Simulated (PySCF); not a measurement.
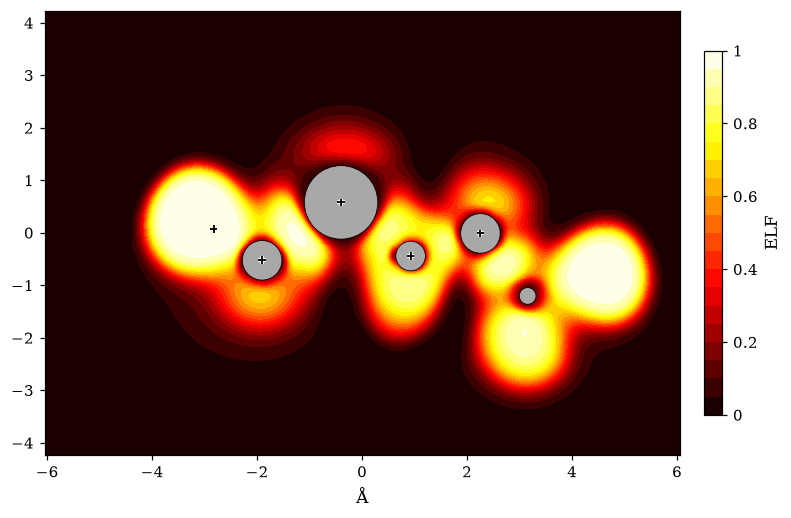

The ELF on a plane through atoms (crosses mark nuclei in the plane; grey discs cover the cores).

All numbers below come from PBE0/pcSseg-1, SCF density, gas phase, non-relativistic in PySCF 2.14.0.

Candidates:
A. C$_{4}$H$_{12}$OSi (SMILES [H][Si](C)(C)OCC)
B. C$_{7}$H$_{13}$NSi
C. C$_{5}$H$_{10}$Si (SMILES C=CC[SiH]1CC1)

Which system is this?

Candidate A: C$_{4}$H$_{12}$OSi on the plane of atoms C7, Si1 and O11, which holds Si, C, H and O. C–O (1.40 Å): the ELF peaks at about 0.90 between the atoms: a polar covalent bond. Si–O (1.67 Å): the ELF peaks at about 0.85 between the atoms (a polar covalent bond).
